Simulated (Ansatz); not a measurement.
# FH2SSi radical: an energy map over bond length F1–Si2 and angle S3–Si2–F1

Aim: map the energy of FH₂SSi, SMILES F[SiH2][S], spin multiplicity 2 over two coordinates, and find its wells, ridges and stiffness.

Method: UHF/def2-TZVP; program: Ansatz 0.2.0.

## 1. The starting structure

SMILES `F[SiH2][S]`, 5 atoms, charge 0, spin multiplicity 2.

Atoms are counted from 1 here; the program's logs count them from 0.

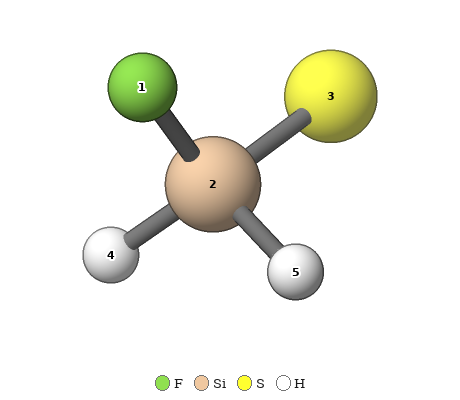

As it starts; fluorine green, silicon light orange, sulfur yellow, hydrogen white; atoms are numbered from 1 in the order of the file.

Geometry (Å):

```xyz
5
charge 0, multiplicity 2
F    -0.3286   -0.0279    1.6304
Si    0.0762   -0.0747    0.0445
S    -1.1540    1.0714   -1.2342
H    -0.0191   -1.5081   -0.4024
H     1.4753    0.4656   -0.0797
```

This geometry comes from a loose relaxation at PBE in a small basis, which is not shown.

## 2. Geometry optimisation

File input.yaml:

```yaml
crystal:
  periodic: [false, false, false]
  atoms:
    - { symbol: F, position_ang: [-0.32865, -0.027852, 1.630412] }
    - { symbol: Si, position_ang: [0.076243, -0.074658, 0.044521] }
    - { symbol: S, position_ang: [-1.153982, 1.071423, -1.234242] }
    - { symbol: H, position_ang: [-0.019058, -1.508082, -0.402386] }
    - { symbol: H, position_ang: [1.475347, 0.465569, -0.079704] }
magnetization:
  spin_polarized: true
  initial_magnetization: 1
basis:
  gaussian: { orbitals: def2-TZVP }
hamiltonian:
  xc: hf
output:
  forces: true
relax:
  f_tol: 0.003
  max_steps: 120
```

Command:

```
ansatz run input.yaml --threads 1 --pin off --max-ram 2560MiB --backend cpu --events-out ev --progress --plain --runs-dir out
```

The program printed (excerpt; [...] marks lines left out):

```text
Warning: RAYON_NUM_THREADS=1 ignored (pool sized by the plan → 1); use --threads N
[...]
Functional definition: HF
[...]
915 factors; their error is unknown
[...]
mean field -21420.91683642 eV, -787.2041741196 hartree, gradient 5.7e-6 eV, S^2 0.762788; 2 other end points of the search recorded, 0 dependent functions left out
[...]
reference -21420.91683642 eV, -787.2041741196 hartree; 21, 20 occupied and 96, 97 virtual orbitals, 915 factors
relax step   1: F+E_penalty+E_count = -21420.91683642 eV  Δ(F+E_penalty+E_count) = +0.000e0 eV  max|allowed force component| = 2.154e0 eV/Å  Δτ_max = 0.0000 Å  (159 SCF iters, accepted)
[...]
relax step   6: F+E_penalty+E_count = -21421.03377587 eV  Δ(F+E_penalty+E_count) = -2.728e-5 eV  max|allowed force component| = 3.102e-3 eV/Å  Δτ_max = 0.0013 Å  (77 SCF iters, accepted)
[...]
relax step   7: F+E_penalty+E_count = -21421.03377624 eV  Δ(F+E_penalty+E_count) = -3.759e-7 eV  max|allowed force component| = 1.371e-4 eV/Å  Δτ_max = 0.0002 Å  (53 SCF iters, accepted)
915 factors; their error is unknown
[...]
mean field -21421.03377624 eV, -787.2084715787 hartree, gradient 2.6e-6 eV, S^2 0.762616; 3 other end points of the search recorded, 0 dependent functions left out
[...]
reference -21421.03377624 eV, -787.2084715787 hartree; 21, 20 occupied and 96, 97 virtual orbitals, 915 factors
Total energy: -21421.03377624 eV, -787.2084715787 hartree
Atom 0 at    -0.328044    -0.015616     1.555855 Å, force    -0.000104     0.000068     0.000053 eV/Å
Atom 1 at     0.097966    -0.090118     0.044424 Å, force     0.000064    -0.000040    -0.000018 eV/Å
Atom 2 at    -1.167860     1.074897    -1.201945 Å, force     0.000137    -0.000127     0.000136 eV/Å
Atom 3 at    -0.009904    -1.488955    -0.379007 Å, force    -0.000080     0.000006    -0.000092 eV/Å
Atom 4 at     1.457742     0.446193    -0.060726 Å, force    -0.000016     0.000092    -0.000079 eV/Å
Dipole moment:     0.183910    -0.116280    -0.141057 e Å
```

Run time: 84 s. Hardware: 1 thread of Arm Neoverse N1, shared host; peak memory 0.32 GiB.

Step by step:

```tsv
step	energy from step 1 (eV)	largest force component (eV/Å)
1	0.0000	2.1535
2	-0.0872	1.3179
3	-0.1127	0.5361
4	-0.1168	0.0318
5	-0.1169	0.0239
6	-0.1169	0.0031
7	-0.1169	0.0001
```

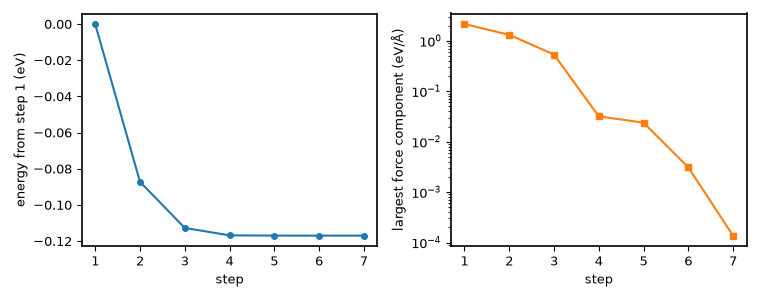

Energy and force, step by step.

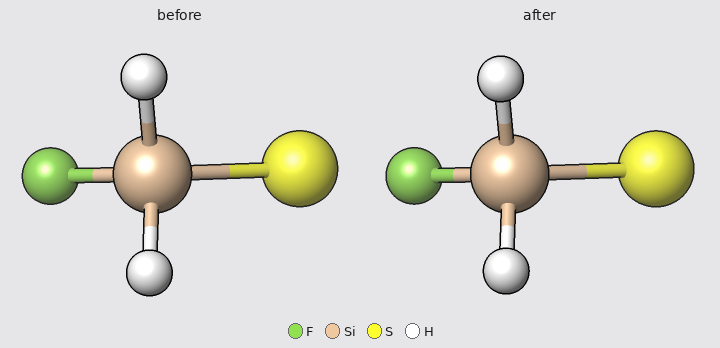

Before and after, at one scale.

Close pairs (by a distance rule), those that changed most:

```tsv
bond	before (Å)	after (Å)	change (Å)
F1–Si2	1.637	1.572	-0.065
Si2–H5	1.505	1.465	-0.039
Si2–H4	1.504	1.465	-0.039
Si2–S3	2.112	2.124	+0.012
```

## 3. The grid

The axes are (1) bond length F1–Si2: 15 values from 1.352 to 2.201 Å; (2) angle S3–Si2–F1: 15 values from 77.1 to 147.1 °.

Nothing else is relaxed (all other coordinates rigid). Energies count from the relaxed molecule at the same level.

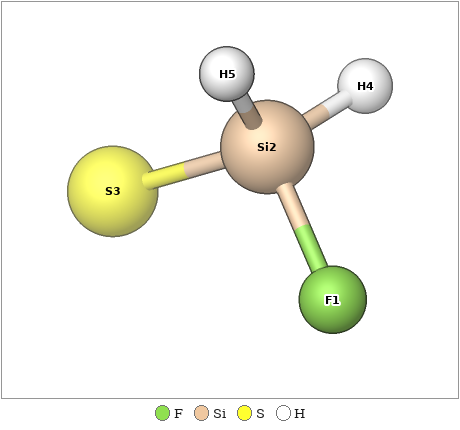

The geometry at bond length F1–Si2 = 1.898 Å, angle S3–Si2–F1 = 107.1°.

Below, 3 of the grid's runs; all are launched alike.

## 4. Point bond length F1–Si2 = 1.898 Å, angle S3–Si2–F1 = 107.1°

File input.yaml:

```yaml
crystal:
  periodic: [false, false, false]
  atoms:
    - { symbol: F, position_ang: [-0.328044, -0.015616, 1.555855] }
    - { symbol: Si, position_ang: [0.186283, -0.105564, -0.268914] }
    - { symbol: S, position_ang: [-1.174155, 1.105965, -1.361808] }
    - { symbol: H, position_ang: [0.078413, -1.504401, -0.692346] }
    - { symbol: H, position_ang: [1.546059, 0.430748, -0.374064] }
magnetization:
  spin_polarized: true
  initial_magnetization: 1
basis:
  gaussian: { orbitals: def2-TZVP }
hamiltonian:
  xc: hf
output:
  forces: true
```

Command:

```
ansatz run input.yaml --threads 1 --pin off --max-ram 2560MiB --backend cpu --events-out ev --progress --plain --runs-dir out
```

The program printed (excerpt; [...] marks lines left out):

```text
Warning: RAYON_NUM_THREADS=1 ignored (pool sized by the plan → 1); use --threads N
[...]
[... 1 set-up line as earlier in the session ...]
[...]
915 factors; their error is unknown
[...]
mean field -21419.86417381 eV, -787.1654894820 hartree, gradient 5.3e-6 eV, S^2 0.762764; 3 other end points of the search recorded, 0 dependent functions left out
[...]
reference -21419.86417381 eV, -787.1654894820 hartree; 21, 20 occupied and 96, 97 virtual orbitals, 915 factors
Total energy: -21419.86417381 eV, -787.1654894820 hartree
Atom 0 at    -0.328044    -0.015616     1.555855 Å, force     1.598024    -0.380852    -5.053169 eV/Å
Atom 1 at     0.186283    -0.105564    -0.268914 Å, force    -1.604200     0.478876     4.485663 eV/Å
Atom 2 at    -1.174155     1.105965    -1.361808 Å, force     0.228837    -0.192551     0.115505 eV/Å
Atom 3 at     0.078413    -1.504401    -0.692346 Å, force    -0.083093     0.084497     0.232124 eV/Å
Atom 4 at     1.546059     0.430748    -0.374064 Å, force    -0.139569     0.010031     0.219876 eV/Å
Dipole moment:     0.273246    -0.115372    -0.558517 e Å
```

It took 16 s on 1 thread of Arm Neoverse N1, shared host; peak memory 0.31 GiB.

On the map this point reads 1.17 eV.

## 5. The run at bond length F1–Si2 = 1.595 Å, angle S3–Si2–F1 = 112.1°

File input.yaml:

```yaml
crystal:
  periodic: [false, false, false]
  atoms:
    - { symbol: F, position_ang: [-0.328044, -0.015616, 1.555855] }
    - { symbol: Si, position_ang: [0.104175, -0.091204, 0.022395] }
    - { symbol: S, position_ang: [-1.162116, 1.07405, -1.223279] }
    - { symbol: H, position_ang: [-0.003695, -1.490041, -0.401037] }
    - { symbol: H, position_ang: [1.463951, 0.445107, -0.082755] }
magnetization:
  spin_polarized: true
  initial_magnetization: 1
basis:
  gaussian: { orbitals: def2-TZVP }
hamiltonian:
  xc: hf
output:
  forces: true
```

Command:

```
ansatz run input.yaml --threads 1 --pin off --max-ram 2560MiB --backend cpu --events-out ev --progress --plain --runs-dir out
```

The program printed (excerpt; [...] marks lines left out):

```text
Warning: RAYON_NUM_THREADS=1 ignored (pool sized by the plan → 1); use --threads N
[...]
[... 1 set-up line as earlier in the session ...]
[...]
915 factors; their error is unknown
[...]
mean field -21421.02400404 eV, -787.2081124568 hartree, gradient 7.0e-6 eV, S^2 0.762632; 3 other end points of the search recorded, 0 dependent functions left out
[...]
reference -21421.02400404 eV, -787.2081124568 hartree; 21, 20 occupied and 96, 97 virtual orbitals, 915 factors
Total energy: -21421.02400404 eV, -787.2081124568 hartree
Atom 0 at    -0.328044    -0.015616     1.555855 Å, force     0.230534    -0.043001    -0.801585 eV/Å
Atom 1 at     0.104175    -0.091204     0.022395 Å, force    -0.221105     0.048232     0.726302 eV/Å
Atom 2 at    -1.162116     1.074050    -1.223279 Å, force     0.009136    -0.010974     0.024597 eV/Å
Atom 3 at    -0.003695    -1.490041    -0.401037 Å, force    -0.006108     0.007057     0.026031 eV/Å
Atom 4 at     1.463951     0.445107    -0.082755 Å, force    -0.012457    -0.001314     0.024655 eV/Å
Dipole moment:     0.188875    -0.115573    -0.168251 e Å
```

It took 15 s on 1 thread of Arm Neoverse N1, shared host; peak memory 0.32 GiB.

Energy on the map's scale: 0.010 eV.

## 6. Grid point bond length F1–Si2 = 1.413 Å, angle S3–Si2–F1 = 117.1°

File input.yaml:

```yaml
crystal:
  periodic: [false, false, false]
  atoms:
    - { symbol: F, position_ang: [-0.328044, -0.015616, 1.555855] }
    - { symbol: Si, position_ang: [0.054856, -0.082579, 0.197373] }
    - { symbol: S, position_ang: [-1.10765, 1.027532, -1.1916] }
    - { symbol: H, position_ang: [-0.053014, -1.481416, -0.226059] }
    - { symbol: H, position_ang: [1.414632, 0.453732, 0.092223] }
magnetization:
  spin_polarized: true
  initial_magnetization: 1
basis:
  gaussian: { orbitals: def2-TZVP }
hamiltonian:
  xc: hf
output:
  forces: true
```

Command:

```
ansatz run input.yaml --threads 1 --pin off --max-ram 2560MiB --backend cpu --events-out ev --progress --plain --runs-dir out
```

The program printed (excerpt; [...] marks lines left out):

```text
Warning: RAYON_NUM_THREADS=1 ignored (pool sized by the plan → 1); use --threads N
[...]
[... 1 set-up line as earlier in the session ...]
[...]
915 factors; their error is unknown
[...]
mean field -21420.35018173 eV, -787.1833499439 hartree, gradient 7.5e-6 eV, S^2 0.762625; 3 other end points of the search recorded, 0 dependent functions left out
[...]
reference -21420.35018173 eV, -787.1833499439 hartree; 21, 20 occupied and 96, 97 virtual orbitals, 915 factors
Total energy: -21420.35018173 eV, -787.1833499439 hartree
Atom 0 at    -0.328044    -0.015616     1.555855 Å, force    -2.905918     0.660146     9.385969 eV/Å
Atom 1 at     0.054856    -0.082579     0.197373 Å, force     2.895384    -0.681038    -9.210371 eV/Å
Atom 2 at    -1.107650     1.027532    -1.191600 Å, force    -0.162999     0.117800     0.035390 eV/Å
Atom 3 at    -0.053014    -1.481416    -0.226059 Å, force     0.045258    -0.103184    -0.114496 eV/Å
Atom 4 at     1.414632     0.453732     0.092223 Å, force     0.128275     0.006276    -0.096492 eV/Å
Dipole moment:     0.122242    -0.103925     0.068184 e Å
```

It took 15 s on 1 thread of Arm Neoverse N1, shared host; peak memory 0.32 GiB.

Energy on the map's scale: 0.68 eV.

## 7. Energy over the grid

225 points were computed. Energies in eV, from the relaxed molecule at the same level:

| angle S3–Si2–F1 (°) ↓, bond length F1–Si2 (Å) → | 1.352 | 1.413 | 1.473 | 1.534 | 1.595 | 1.655 | 1.716 | 1.776 | 1.837 | 1.898 | 1.958 | 2.019 | 2.080 | 2.140 | 2.201 |
| --- | --- | --- | --- | --- | --- | --- | --- | --- | --- | --- | --- | --- | --- | --- | --- |
| 147.1 | 2.37 | 1.59 | 1.17 | 0.99 | 0.99 | 1.12 | 1.33 | 1.59 | 1.90 | 2.24 | 2.57 | 2.92 | 3.27 | 3.61 | 3.94 |
| 142.1 | 2.12 | 1.35 | 0.92 | 0.74 | 0.74 | 0.87 | 1.08 | 1.34 | 1.65 | 1.99 | 2.33 | 2.68 | 3.02 | 3.36 | 3.70 |
| 137.1 | 1.92 | 1.14 | 0.71 | 0.53 | 0.53 | 0.65 | 0.86 | 1.13 | 1.44 | 1.77 | 2.11 | 2.46 | 2.81 | 3.15 | 3.48 |
| 132.1 | 1.75 | 0.96 | 0.54 | 0.35 | 0.35 | 0.47 | 0.68 | 0.94 | 1.25 | 1.58 | 1.92 | 2.27 | 2.62 | 2.96 | 3.29 |
| 127.1 | 1.62 | 0.83 | 0.40 | 0.21 | 0.21 | 0.32 | 0.53 | 0.79 | 1.10 | 1.43 | 1.77 | 2.12 | 2.47 | 2.80 | 3.14 |
| 122.1 | 1.53 | 0.74 | 0.30 | 0.11 | 0.10 | 0.21 | 0.42 | 0.68 | 0.98 | 1.31 | 1.65 | 1.99 | 2.34 | 2.68 | 3.01 |
| 117.1 | 1.48 | 0.68 | 0.24 | 0.05 | 0.03 | 0.14 | 0.35 | 0.60 | 0.90 | 1.23 | 1.56 | 1.90 | 2.25 | 2.58 | 2.91 |
| 112.1 | 1.48 | 0.68 | 0.23 | 0.03 | 0.01 | 0.11 | 0.31 | 0.56 | 0.86 | 1.18 | 1.51 | 1.85 | 2.19 | 2.52 | 2.84 |
| 107.1 | 1.53 | 0.72 | 0.27 | 0.06 | 0.03 | 0.13 | 0.32 | 0.56 | 0.85 | 1.17 | 1.49 | 1.83 | 2.16 | 2.49 | 2.81 |
| 102.1 | 1.64 | 0.82 | 0.36 | 0.14 | 0.10 | 0.19 | 0.37 | 0.61 | 0.89 | 1.20 | 1.52 | 1.85 | 2.17 | 2.49 | 2.81 |
| 97.1 | 1.76 | 0.93 | 0.46 | 0.24 | 0.20 | 0.28 | 0.46 | 0.70 | 0.98 | 1.28 | 1.59 | 1.91 | 2.23 | 2.54 | 2.85 |
| 92.1 | 1.92 | 1.08 | 0.60 | 0.36 | 0.30 | 0.38 | 0.54 | 0.77 | 1.04 | 1.34 | 1.65 | 1.97 | 2.29 | 2.60 | 2.92 |
| 87.1 | 2.15 | 1.29 | 0.79 | 0.54 | 0.47 | 0.53 | 0.68 | 0.89 | 1.14 | 1.43 | 1.73 | 2.03 | 2.35 | 2.65 | 2.95 |
| 82.1 | 2.46 | 1.59 | 1.07 | 0.79 | 0.70 | 0.74 | 0.87 | 1.06 | 1.30 | 1.57 | 1.85 | 2.14 | 2.44 | 2.73 | 3.02 |
| 77.1 | 2.88 | 1.98 | 1.44 | 1.14 | 1.02 | 1.03 | 1.14 | 1.31 | 1.52 | 1.77 | 2.03 | 2.30 | 2.58 | 2.85 | 3.12 |

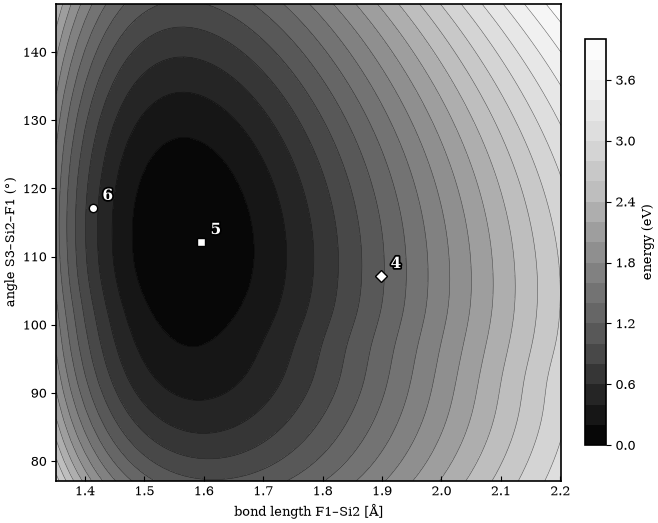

The map; numbers mark the steps of this session that print a point's run. In the figure: filled contours. Between grid points the surface is interpolated.

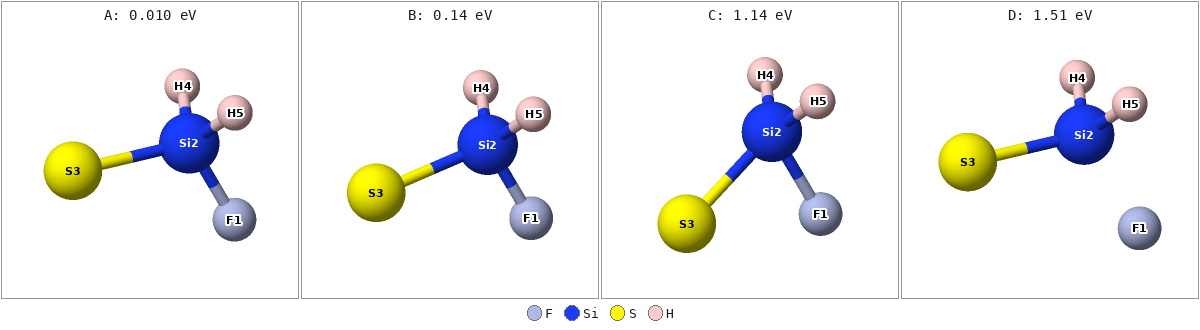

Structures on the grid, at one scale: A at bond length F1–Si2 = 1.595 Å, angle S3–Si2–F1 = 112.1°; B at bond length F1–Si2 = 1.534 Å, angle S3–Si2–F1 = 102.1°; C at bond length F1–Si2 = 1.716 Å, angle S3–Si2–F1 = 77.1°; D at bond length F1–Si2 = 1.958 Å, angle S3–Si2–F1 = 112.1°.

The largest force on an atom (eV/Å) at each point:

```csv
"angle S3–Si2–F1 (°) ↓, bond length F1–Si2 (Å) →",1.352,1.413,1.473,1.534,1.595,1.655,1.716,1.776,1.837,1.898,1.958,2.019,2.080,2.140,2.201
147.1,17.7,11.3,6.8,3.8,2.1,3.0,4.1,4.9,5.3,5.6,5.7,5.7,5.7,5.6,5.4
142.1,17.5,11.1,6.6,3.5,1.8,3.0,4.1,4.9,5.3,5.6,5.7,5.8,5.7,5.6,5.4
137.1,17.3,10.8,6.3,3.2,1.4,2.9,4.1,4.8,5.3,5.6,5.7,5.8,5.7,5.6,5.4
132.1,17.1,10.6,6.0,2.8,1.3,2.9,4.0,4.8,5.3,5.6,5.7,5.7,5.7,5.6,5.4
127.1,16.8,10.3,5.7,2.5,1.2,2.8,4.0,4.8,5.3,5.6,5.7,5.7,5.7,5.6,5.4
122.1,16.5,10.0,5.4,2.2,1.1,2.7,3.9,4.7,5.2,5.5,5.7,5.7,5.6,5.5,5.4
117.1,16.6,9.8,5.1,1.8,1.0,2.7,3.9,4.7,5.2,5.5,5.6,5.6,5.6,5.5,5.3
112.1,16.7,9.9,5.2,1.7,0.8,2.6,3.8,4.6,5.1,5.4,5.5,5.6,5.5,5.4,5.3
107.1,16.8,10.1,5.3,1.8,1.1,2.6,3.7,4.5,5.0,5.3,5.5,5.5,5.5,5.4,5.2
102.1,17.0,10.3,5.5,2.0,1.4,2.9,3.9,4.6,4.9,5.2,5.4,5.4,5.4,5.3,5.1
97.1,17.1,10.4,5.6,2.1,1.4,2.9,4.0,4.6,5.0,5.4,5.4,5.3,5.2,5.2,5.0
92.1,17.4,10.6,5.8,2.4,1.5,3.1,4.1,4.8,5.2,5.4,5.4,5.3,5.3,5.2,5.1
87.1,17.7,11.0,6.2,2.8,1.7,3.2,4.3,4.9,5.3,5.5,5.5,5.5,5.3,5.1,4.9
82.1,18.1,11.4,6.7,3.4,1.8,3.3,4.4,5.0,5.4,5.6,5.7,5.6,5.4,5.3,5.0
77.1,18.6,12.0,7.3,4.1,2.4,3.4,4.4,5.1,5.5,5.7,5.7,5.6,5.5,5.3,5.1
```

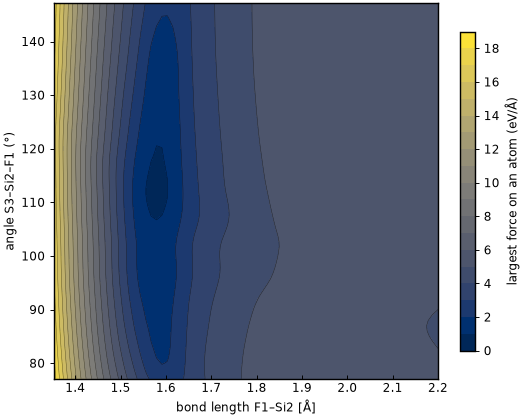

The largest force on an atom over the grid. In the figure: filled contours. Between grid points the surface is interpolated.

The dipole moment (D) at each point:

| angle S3–Si2–F1 (°) ↓, bond length F1–Si2 (Å) → | 1.352 | 1.413 | 1.473 | 1.534 | 1.595 | 1.655 | 1.716 | 1.776 | 1.837 | 1.898 | 1.958 | 2.019 | 2.080 | 2.140 | 2.201 |
| --- | --- | --- | --- | --- | --- | --- | --- | --- | --- | --- | --- | --- | --- | --- | --- |
| 147.1 | 1.39 | 1.04 | 0.69 | 0.32 | 0.06 | 0.42 | 0.80 | 1.18 | 1.56 | 1.95 | 2.33 | 2.72 | 3.11 | 3.50 | 3.89 |
| 142.1 | 1.26 | 0.91 | 0.57 | 0.23 | 0.22 | 0.56 | 0.93 | 1.30 | 1.68 | 2.06 | 2.43 | 2.82 | 3.20 | 3.58 | 3.97 |
| 137.1 | 1.14 | 0.81 | 0.50 | 0.27 | 0.41 | 0.72 | 1.08 | 1.44 | 1.81 | 2.18 | 2.55 | 2.93 | 3.31 | 3.69 | 4.07 |
| 132.1 | 1.05 | 0.74 | 0.49 | 0.41 | 0.59 | 0.89 | 1.23 | 1.58 | 1.95 | 2.31 | 2.68 | 3.05 | 3.43 | 3.80 | 4.18 |
| 127.1 | 0.98 | 0.73 | 0.56 | 0.58 | 0.78 | 1.07 | 1.40 | 1.74 | 2.09 | 2.45 | 2.81 | 3.18 | 3.55 | 3.92 | 4.30 |
| 122.1 | 0.96 | 0.76 | 0.67 | 0.75 | 0.97 | 1.25 | 1.56 | 1.89 | 2.24 | 2.60 | 2.95 | 3.32 | 3.68 | 4.05 | 4.42 |
| 117.1 | 0.98 | 0.84 | 0.82 | 0.93 | 1.15 | 1.42 | 1.73 | 2.05 | 2.39 | 2.74 | 3.09 | 3.45 | 3.82 | 4.18 | 4.55 |
| 112.1 | 1.03 | 0.95 | 0.98 | 1.12 | 1.34 | 1.60 | 1.90 | 2.22 | 2.55 | 2.89 | 3.23 | 3.59 | 3.95 | 4.31 | 4.68 |
| 107.1 | 1.13 | 1.10 | 1.15 | 1.30 | 1.52 | 1.78 | 2.07 | 2.38 | 2.70 | 3.04 | 3.38 | 3.73 | 4.08 | 4.44 | 4.81 |
| 102.1 | 1.26 | 1.26 | 1.34 | 1.49 | 1.70 | 1.95 | 2.24 | 2.53 | 2.85 | 3.18 | 3.52 | 3.86 | 4.21 | 4.57 | 4.93 |
| 97.1 | 1.32 | 1.38 | 1.51 | 1.69 | 1.91 | 2.16 | 2.44 | 2.72 | 3.02 | 3.32 | 3.65 | 3.99 | 4.34 | 4.69 | 5.05 |
| 92.1 | 1.50 | 1.58 | 1.72 | 1.90 | 2.12 | 2.36 | 2.63 | 2.91 | 3.21 | 3.51 | 3.82 | 4.14 | 4.46 | 4.78 | 5.10 |
| 87.1 | 1.69 | 1.79 | 1.93 | 2.11 | 2.33 | 2.56 | 2.82 | 3.09 | 3.38 | 3.67 | 3.97 | 4.28 | 4.60 | 4.92 | 5.23 |
| 82.1 | 1.90 | 2.00 | 2.14 | 2.32 | 2.52 | 2.75 | 2.99 | 3.25 | 3.53 | 3.82 | 4.11 | 4.42 | 4.73 | 5.03 | 5.34 |
| 77.1 | 2.12 | 2.23 | 2.36 | 2.52 | 2.71 | 2.92 | 3.16 | 3.40 | 3.67 | 3.95 | 4.23 | 4.52 | 4.83 | 5.12 | 5.42 |

## 8. Summary of results

| quantity | value |
| --- | --- |
| lowest point | bond length F1–Si2 = 1.595 Å, angle S3–Si2–F1 = 112.1°, 0.010 eV |
| highest computed point | bond length F1–Si2 = 2.201 Å, angle S3–Si2–F1 = 147.1°, 3.93 eV above the lowest |
| largest force on an atom (eV/Å) | 0.8 at bond length F1–Si2 = 1.595 Å, angle S3–Si2–F1 = 112.1° to 18.6 at bond length F1–Si2 = 1.352 Å, angle S3–Si2–F1 = 77.1°; 0.8 at the lowest point |
| dipole moment (D) | 0.06 at bond length F1–Si2 = 1.595 Å, angle S3–Si2–F1 = 147.1° to 5.42 at bond length F1–Si2 = 2.201 Å, angle S3–Si2–F1 = 77.1°; 1.34 at the lowest point |
| time for the whole task | 63 min on 1 thread, shared host |

The lowest computed point is at bond length F1–Si2 = 1.595 Å, angle S3–Si2–F1 = 112.1°, 0.010 eV from the relaxed molecule at the same level. The grid is coarse, so the lowest point of the scanned range may lie between grid points; coordinates that were held can hide deeper minima. No other kind of well shows on this grid. The highest computed point, bond length F1–Si2 = 2.201 Å, angle S3–Si2–F1 = 147.1°, lies 3.93 eV above the lowest. Round the minimum the two coordinates are nearly uncoupled.
